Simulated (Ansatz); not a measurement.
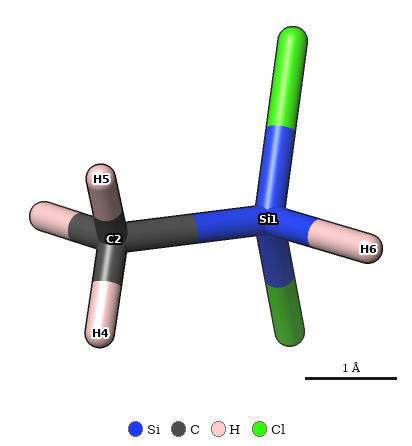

Fig. 1: The input geometry (stick view, seen at a tilt; atoms are numbered from 1 in the order of the input). Bond lengths as drawn: Cl–Si 2.06 Å, C–H 1.09 to 1.10 Å, C–Si 1.86 Å and H–Si 1.48 Å.

## CH4Cl2Si: nudged elastic band

The run: nudged elastic band of CH4Cl2Si. Method and program: RKS PBE0-D4/6-31G* (Ansatz 0.2.0).

One setting was made poor on purpose. It belongs to a series of runs on one base structure; here: band between the two ends. Figures and captions count atoms from 1; the log counts them from 0 in places.

The program's output
```
Engine: ansatz 0.2.0, aarch64-unknown-linux-gnu
Functional definition: PBE0
  parameter a = 0.25
  parameter kappa = 0.804
  parameter beta = 0.06672455060314922
  exchange = (1 - a)*pbe_x(kappa = kappa, mu = beta*pi^2/3) + a*exact_x
  correlation = pbe_c(beta = beta)
852 factors; integrals over basis functions are off by at most 5.3e-4 eV
mean field evaluation 1: about -34010.8100 eV, gradient 3.7e1 eV
mean field evaluation 2: about -34010.2383 eV, gradient 3.8e1 eV
mean field evaluation 4: about -34014.0014 eV, gradient 8.7e-1 eV
mean field evaluation 8: about -34014.0216 eV, gradient 7.7e-3 eV
mean field -34014.02158409 eV, -1249.9922376834 hartree, gradient 2.9e-5 eV, S^2 0.000000; 0 other end points of the search recorded, 0 dependent functions left out
the calculation of the forces begins
reference -34014.02160577 eV, -1249.9922384802 hartree; 29, 29 occupied and 51, 51 virtual orbitals, 852 factors
852 factors; integrals over basis functions are off by at most 4.2e-4 eV
mean field evaluation 16: about -34012.4891 eV, gradient 3.0e0 eV
mean field -34012.53143673 eV, -1249.9374757780 hartree, gradient 3.5e-5 eV, S^2 0.000000; 0 other end points of the search recorded, 0 dependent functions left out
[... from here on the field's lines of each further geometry are left out, up to the last ...]
NEB iter   1: max|band force component| = 4.120e0 eV/Å  barrier→ = 5.6486 eV  barrier← = 4.1423 eV  Δτ_max = 0.1934 Å  (123 SCF iters)
NEB iter   2: max|band force component| = 2.261e0 eV/Å  barrier→ = 4.0970 eV  barrier← = 2.5907 eV  Δτ_max = 0.1908 Å  (83 SCF iters)
NEB iter   3: max|band force component| = 1.020e0 eV/Å  barrier→ = 3.7128 eV  barrier← = 2.2065 eV  Δτ_max = 0.0907 Å  (82 SCF iters)
NEB iter   4: max|band force component| = 4.203e-1 eV/Å  barrier→ = 3.7008 eV  barrier← = 2.1945 eV  Δτ_max = 0.1838 Å  (83 SCF iters)
NEB iter   5: max|band force component| = 7.330e-1 eV/Å  barrier→ = 3.6204 eV  barrier← = 2.1141 eV  Δτ_max = 0.0901 Å  (81 SCF iters)
NEB iter   6: max|band force component| = 4.267e-1 eV/Å  barrier→ = 3.5932 eV  barrier← = 2.0869 eV  Δτ_max = 0.0904 Å  (82 SCF iters)
NEB iter   7: max|band force component| = 2.926e-1 eV/Å  barrier→ = 3.5578 eV  barrier← = 2.0515 eV  Δτ_max = 0.0916 Å  (84 SCF iters)
NEB iter   8: max|band force component| = 3.155e-1 eV/Å  barrier→ = 3.4455 eV  barrier← = 1.9392 eV  Δτ_max = 0.0924 Å  (81 SCF iters)
NEB iter   9: max|band force component| = 3.726e-1 eV/Å  barrier→ = 3.2833 eV  barrier← = 1.7770 eV  Δτ_max = 0.0921 Å  (81 SCF iters)
NEB iter  10: max|band force component| = 5.859e-1 eV/Å  barrier→ = 3.0402 eV  barrier← = 1.5339 eV  Δτ_max = 0.0453 Å  (80 SCF iters)
NEB iter  11: max|band force component| = 5.581e-1 eV/Å  barrier→ = 2.8285 eV  barrier← = 1.3222 eV  Δτ_max = 0.0455 Å  (81 SCF iters)
NEB iter  12: max|band force component| = 3.712e-1 eV/Å  barrier→ = 2.6785 eV  barrier← = 1.1722 eV  Δτ_max = 0.0849 Å  (82 SCF iters)
NEB iter  13: max|band force component| = 2.746e-1 eV/Å  barrier→ = 2.3811 eV  barrier← = 0.8748 eV  Δτ_max = 0.0897 Å  (83 SCF iters)
NEB iter  14: max|band force component| = 2.875e-1 eV/Å  barrier→ = 2.2448 eV  barrier← = 0.7385 eV  Δτ_max = 0.0403 Å  (82 SCF iters)
NEB iter  15: max|band force component| = 1.798e-1 eV/Å  barrier→ = 2.1964 eV  barrier← = 0.6901 eV  Δτ_max = 0.0450 Å  (79 SCF iters)
NEB iter  16: max|band force component| = 1.839e-1 eV/Å  barrier→ = 2.1549 eV  barrier← = 0.6486 eV  Δτ_max = 0.0895 Å  (78 SCF iters)
NEB iter  17: max|band force component| = 1.383e-1 eV/Å  barrier→ = 2.0889 eV  barrier← = 0.5826 eV  Δτ_max = 0.0781 Å  (81 SCF iters)
NEB iter  18: max|band force component| = 7.080e-2 eV/Å  barrier→ = 2.0861 eV  barrier← = 0.5798 eV  Δτ_max = 0.0384 Å  (77 SCF iters)
NEB iter  19: max|band force component| = 5.598e-2 eV/Å  barrier→ = 2.1032 eV  barrier← = 0.5969 eV  Δτ_max = 0.0152 Å  (76 SCF iters)
the calculation of the forces begins
reference -34012.51194813 eV, -1249.9367595851 hartree; 29, 29 occupied and 51, 51 virtual orbitals, 852 factors
852 factors; integrals over basis functions are off by at most 5.9e-4 eV
mean field evaluation 512: about -34011.8928 eV, gradient 9.3e-4 eV
mean field -34011.89283311 eV, -1249.9140075277 hartree, gradient 1.2e-5 eV, S^2 0.000000; 1 other end points of the search recorded, 0 dependent functions left out
the calculation of the forces begins
reference -34011.89285501 eV, -1249.9140083328 hartree; 29, 29 occupied and 51, 51 virtual orbitals, 852 factors
NEB iter  20: max|band force component| = 2.347e-2 eV/Å  barrier→ = 2.1279 eV  barrier← = 0.6216 eV  Δτ_max = 0.0000 Å  (143 SCF iters)
```

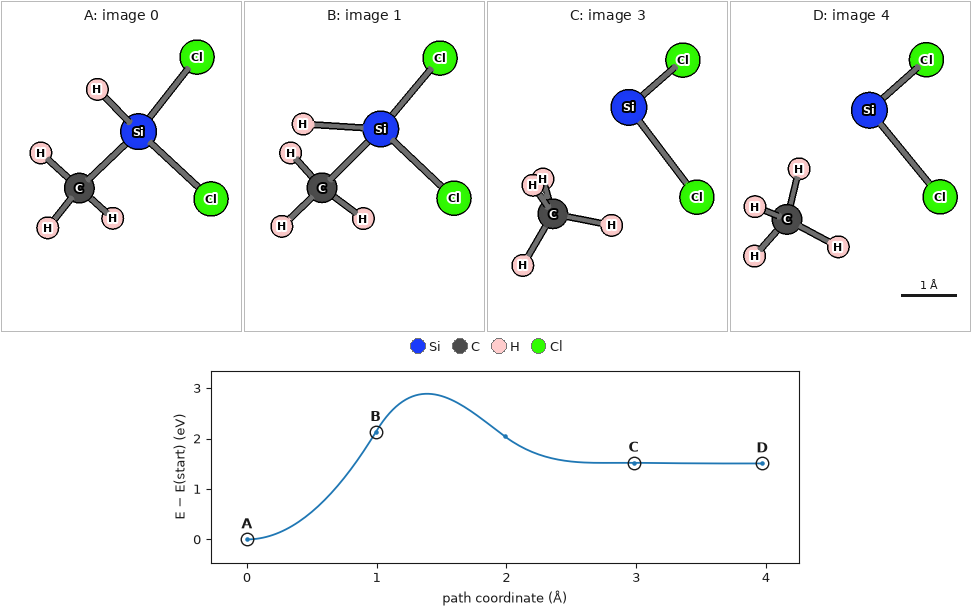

Fig. 2: Images of the last band (counted from 0; ball-and-stick, seen at a tilt) above the energy along the path; the line is a cubic interpolation that uses the forces. The highest image is number 1, 2.128 eV above the start and 0.622 eV above the end; the end lies 1.506 eV above the start. The path is 3.97 Å long. The band converged in 20 iterations.

```
Total energy: -34012.06960749 eV, -1249.9205038664 hartree
Atom 0 at     0.310027    -0.002192    -0.166975 Å, force     0.371704    -0.047027     2.974260 eV/Å
Atom 1 at     0.924938     0.000417     1.683277 Å, force    -1.097027    -0.062523     0.194331 eV/Å
Atom 2 at     0.017224    -0.195159     2.219446 Å, force    -0.435595    -0.012098     1.388683 eV/Å
Atom 3 at     1.683597    -0.759218     1.960151 Å, force    -0.434397     0.080826    -0.513019 eV/Å
Atom 4 at     1.347654     0.978816     1.971332 Å, force    -0.331326    -0.123875    -0.219787 eV/Å
Atom 5 at     1.749229     0.028913    -0.066858 Å, force     1.193793     0.100425    -3.074436 eV/Å
Atom 6 at    -0.921056     1.631210    -0.344454 Å, force     0.340542    -0.010803    -0.397164 eV/Å
Atom 7 at    -0.840013    -1.682787    -0.440019 Å, force     0.392307     0.075074    -0.352869 eV/Å
Dipole moment:     0.280675     0.005097     0.041386 e Å
this run last wrote the band of iteration 20 to [file]
```

The last band as extended XYZ (Å, eV, eV/Å)
```
8
Properties=species:S:1:pos:R:3:forces:R:3 image=0 energy=-34014.19744
Si    0.4128    0.0176    0.0331   -0.0055  -0.0007   0.0092
C     0.8478   -0.0093    1.8388    0.0039   0.0000   0.0005
H    -0.0539   -0.0992    2.4523   -0.0048   0.0004  -0.0008
H     1.5027   -0.8588    2.0600    0.0010  -0.0048  -0.0007
H     1.3666    0.9134    2.1195    0.0014   0.0045  -0.0006
H     1.5832    0.1285   -0.8654    0.0046   0.0010  -0.0049
Cl   -0.8116    1.6274   -0.3579   -0.0007   0.0017  -0.0012
Cl   -0.5759   -1.7196   -0.4645    0.0001  -0.0021  -0.0015
8
Properties=species:S:1:pos:R:3:forces:R:3 image=1 energy=-34012.06959
Si    0.3100   -0.0022   -0.1670    0.3717  -0.0470   2.9743
C     0.9249    0.0004    1.6833   -1.0970  -0.0625   0.1943
H     0.0172   -0.1952    2.2194   -0.4356  -0.0121   1.3887
H     1.6836   -0.7592    1.9602   -0.4344   0.0808  -0.5130
H     1.3477    0.9788    1.9713   -0.3313  -0.1239  -0.2198
H     1.7492    0.0289   -0.0669    1.1938   0.1004  -3.0744
Cl   -0.9211    1.6312   -0.3445    0.3405  -0.0108  -0.3972
Cl   -0.8400   -1.6828   -0.4400    0.3923   0.0751  -0.3529
8
Properties=species:S:1:pos:R:3:forces:R:3 image=2 energy=-34012.15159
Si    0.2676   -0.0054   -0.7794   -0.1536   0.0128  -1.4998
C     1.1319    0.0206    1.6648    0.5649   0.0088  -0.0711
H     0.0845   -0.1814    1.9343    0.2295   0.0155  -0.6906
H     1.7452   -0.7668    2.0973    0.1907  -0.0378   0.2595
H     1.3939    1.0124    2.0291    0.1681   0.0614   0.1178
H     1.5027    0.0112    0.5549   -0.6577  -0.0256   1.5099
Cl   -0.9686    1.6218   -0.3044   -0.1642   0.0116   0.1954
Cl   -0.8856   -1.7124   -0.3807   -0.1778  -0.0466   0.1788
8
Properties=species:S:1:pos:R:3:forces:R:3 image=3 energy=-34012.67752
Si   -0.0716    0.0553   -1.2548   -0.0126   0.0015  -0.0220
C     1.3349   -0.0069    1.8299    0.0031   0.0006   0.0212
H     0.2895   -0.3189    1.8876    0.0102  -0.0037  -0.0048
H     1.9440   -0.6694    2.4487    0.0113   0.0051   0.0144
H     1.4282    1.0246    2.1756    0.0037   0.0015   0.0037
H     1.7004   -0.0706    0.7973    0.0125  -0.0066   0.0089
Cl   -1.1881    1.6116   -0.4131   -0.0120  -0.0007  -0.0084
Cl   -1.1656   -1.6257   -0.6553   -0.0163   0.0023  -0.0131
8
Properties=species:S:1:pos:R:3:forces:R:3 image=4 energy=-34012.69114
Si   -0.1649    0.1920   -1.2337    0.0115  -0.0019  -0.0070
C     1.4090   -0.0967    1.8388    0.0096   0.0085   0.0127
H     0.5070   -0.7125    1.8941    0.0147   0.0065   0.0012
H     2.0257   -0.2845    2.7226   -0.0235   0.0065  -0.0233
H     1.1346    0.9615    1.8087    0.0069  -0.0278   0.0013
H     1.9881   -0.3587    0.9472   -0.0063   0.0046   0.0081
Cl   -1.2660    1.7586   -0.3928   -0.0071   0.0069   0.0032
Cl   -1.3620   -1.4598   -0.7691   -0.0057  -0.0033   0.0037
```

This output came from the following input.

Input
```yaml
crystal:
  periodic: [false, false, false]
  atoms:
    - { symbol: Si, position_ang: [0.41283, 0.01765, 0.033108] }
    - { symbol: C, position_ang: [0.847783, -0.009335, 1.83877] }
    - { symbol: H, position_ang: [-0.053928, -0.099201, 2.452339] }
    - { symbol: H, position_ang: [1.502657, -0.858788, 2.060049] }
    - { symbol: H, position_ang: [1.366603, 0.913361, 2.119509] }
    - { symbol: H, position_ang: [1.583163, 0.12855, -0.865433] }
    - { symbol: Cl, position_ang: [-0.811586, 1.627377, -0.357944] }
    - { symbol: Cl, position_ang: [-0.575922, -1.719614, -0.464499] }
basis:
  gaussian: { orbitals: "6-31G*" }
hamiltonian:
  xc: pbe0
  dispersion: d4
neb:
  order_check: false
  images: 3
  f_tol: 0.03
  max_iterations: 60
  climbing: false
  final_atoms:
    - { symbol: Si, position_ang: [-0.16487333, 0.19197813, -1.23371963] }
    - { symbol: C, position_ang: [1.40904387, -0.09671769, 1.83884238] }
    - { symbol: H, position_ang: [0.50696915, -0.71245319, 1.89408074] }
    - { symbol: H, position_ang: [2.02570006, -0.28450216, 2.72257741] }
    - { symbol: H, position_ang: [1.13458972, 0.96151435, 1.80874846] }
    - { symbol: H, position_ang: [1.98813152, -0.3586717, 0.94721907] }
    - { symbol: Cl, position_ang: [-1.26596004, 1.75862247, -0.39277614] }
    - { symbol: Cl, position_ang: [-1.36200095, -1.45977022, -0.76907328] }
  initial_path:
    images:
      - { positions_ang: [[0.41283, 0.01765, 0.033108], [0.847783, -0.009335, 1.83877], [-0.053928, -0.099201, 2.452339], [1.502657, -0.858788, 2.060049], [1.366603, 0.913361, 2.119509], [1.583163, 0.12855, -0.865433], [-0.811586, 1.627377, -0.357944], [-0.575922, -1.719614, -0.464499]] }
      - { positions_ang: [[0.20924963, 0.01191034, 0.01480165], [1.00092091, -0.00780496, 1.778692], [0.04900279, -0.20847362, 2.26631185], [1.71081919, -0.78950224, 2.07461786], [1.37524188, 0.9623387, 2.10866379], [1.61291819, 0.06615892, -0.29653573], [-0.90194758, 1.68846262, -0.53257025], [-0.78460502, -1.72308975, -0.59808217]] }
      - { positions_ang: [[0.00566926, 0.00617069, -0.0035047], [1.15405882, -0.00627493, 1.71861401], [0.15193359, -0.31774625, 2.0802847], [1.91898138, -0.72021649, 2.08918672], [1.38388077, 1.0113164, 2.09781857], [1.64267338, 0.00376784, 0.27236154], [-0.99230915, 1.74954823, -0.7071965], [-0.99328804, -1.72656551, -0.73166533]] }
      - { positions_ang: [[-0.07960203, 0.09907441, -0.61861216], [1.28155134, -0.05149631, 1.77872819], [0.32945137, -0.51509972, 1.98718272], [1.97234072, -0.50235932, 2.40588206], [1.25923524, 0.98641538, 1.95328352], [1.81540245, -0.17745193, 0.6097903], [-1.1291346, 1.75408535, -0.54998632], [-1.1776445, -1.59316786, -0.75036931]] }
      - { positions_ang: [[-0.16487333, 0.19197813, -1.23371963], [1.40904387, -0.09671769, 1.83884238], [0.50696915, -0.71245319, 1.89408074], [2.02570006, -0.28450216, 2.72257741], [1.13458972, 0.96151435, 1.80874846], [1.98813152, -0.3586717, 0.94721907], [-1.26596004, 1.75862247, -0.39277614], [-1.36200095, -1.45977022, -0.76907328]] }
```

Launch command:
```bash
ansatz run input.yaml --threads 1 --pin off --max-ram 2048MiB --backend cpu --events-out ev --progress --plain --runs-dir out
```

Results in brief

```csv
quantity,value
outcome,converged
"barrier, forward",2.128 eV
"barrier, backward",0.622 eV
hardware,"1 thread of Arm Neoverse V1, 24 GiB of memory available, shared host"
wall time,4.1 min
peak memory,0.17 GiB
```

Notes

A deliberately poor setting: few images. The order of the saddle point was not checked.
